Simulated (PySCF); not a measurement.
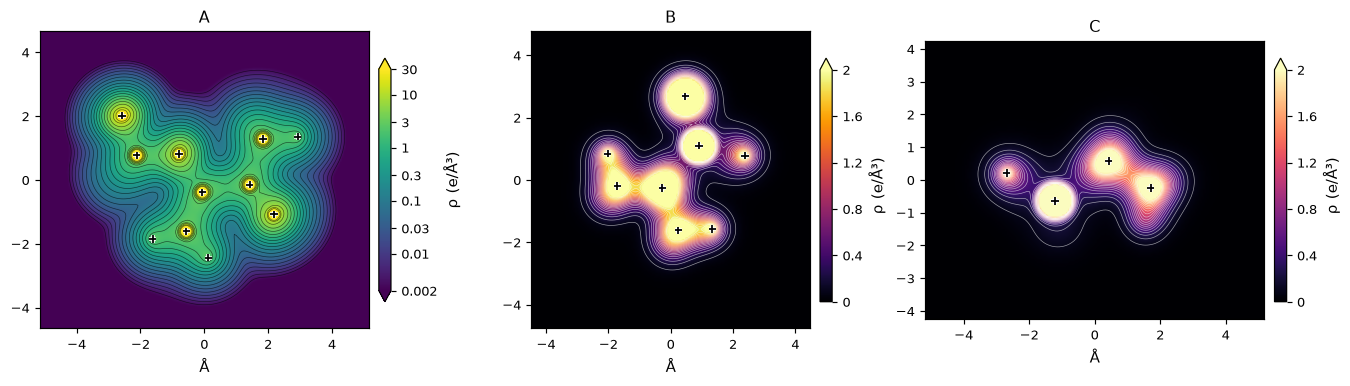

The electron density of 3 systems, each on a plane through atoms (crosses mark nuclei in the plane).

Method: PySCF 2.14.0, PBE0/pcSseg-1, SCF density, gas phase, non-relativistic.

System 1: C$_{4}$H$_{10}$Al (charge −1), the plane of atoms C2, Al1 and H6. Geometry: GFN2-xTB, MD frame at 250 fs, 400 K.

```xyz
15

Al    1.5310    0.2560    0.2547
C    -0.0657   -0.3426   -0.8693
C    -1.2368   -1.0468   -0.1656
C    -2.0093    0.2034   -0.1287
C    -1.0226    0.8305   -1.1095
H     2.7203   -0.9479    0.4347
H     1.1120    0.6676    1.7644
H     2.0289    1.6674   -0.5149
H     0.2775   -0.7673   -1.9168
H    -1.6114   -1.8732   -0.8454
H    -1.1026   -1.5632    0.8513
H    -1.9638    0.6491    0.8830
H    -3.0052    0.2537   -0.5244
H    -0.6033    1.8092   -0.8135
H    -1.3846    0.9663   -2.1259
```

System 2: C$_{5}$H$_{5}$F$_{3}$O$_{2}$ (SMILES C=C(OC(F)(F)F)C(C)=O), the plane of atoms C1, C2 and C8. Geometry: GFN2-xTB.

| atom | x (Å) | y (Å) | z (Å) |
| --- | --- | --- | --- |
| C | 0.1382 | -1.3701 | 1.2282 |
| C | 0.2205 | -0.4104 | 0.3167 |
| O | -0.8332 | 0.4049 | -0.1215 |
| C | -2.0415 | 0.2459 | 0.3892 |
| F | -2.8613 | 1.1239 | -0.1777 |
| F | -2.5692 | -0.9706 | 0.1808 |
| F | -2.1080 | 0.4499 | 1.7143 |
| C | 1.5174 | -0.0884 | -0.3689 |
| C | 1.4541 | 1.0177 | -1.3740 |
| O | 2.5158 | -0.7054 | -0.0971 |
| H | -0.7557 | -1.6502 | 1.7557 |
| H | 1.0410 | -1.9091 | 1.4577 |
| H | 1.1090 | 1.9298 | -0.8915 |
| H | 0.7333 | 0.7652 | -2.1490 |
| H | 2.4353 | 1.1749 | -1.8128 |

System 3: C$_{2}$H$_{7}$AlFN (SMILES C[N](C)[AlH][F]), the plane of atoms N2, C3 and H11. Geometry: GFN2-xTB.

```xyz
12

C    -0.8544   -1.0878   -0.0073
N     0.0556    0.0409   -0.0027
C    -0.6245    1.3230    0.0394
Al    1.8181   -0.2788   -0.0466
F     2.9682    0.8997   -0.0501
H    -1.5159   -1.0614   -0.8803
H    -0.2657   -2.0066   -0.0409
H    -1.4763   -1.1018    0.8946
H    -1.2760    1.4528   -0.8329
H    -1.2401    1.4133    0.9419
H     0.1202    2.1205    0.0430
H     2.2919   -1.7145   -0.0842
```

**Match each panel to its system.**

Panel A is system 2, C$_{5}$H$_{5}$F$_{3}$O$_{2}$: the plane holds C, O, F and H. C–O (1.20 Å): ρ is about 3.3 e/Å³ halfway. Panel B is system 3, C$_{2}$H$_{7}$AlFN: the plane holds C, N, Al, F and H. C–N (1.45 Å): ρ is about 1.9 e/Å³ halfway. Panel C is system 1, C$_{4}$H$_{10}$Al: the plane holds Al, C and H. C–Al (2.04 Å): ρ is about 0.62 e/Å³ halfway.
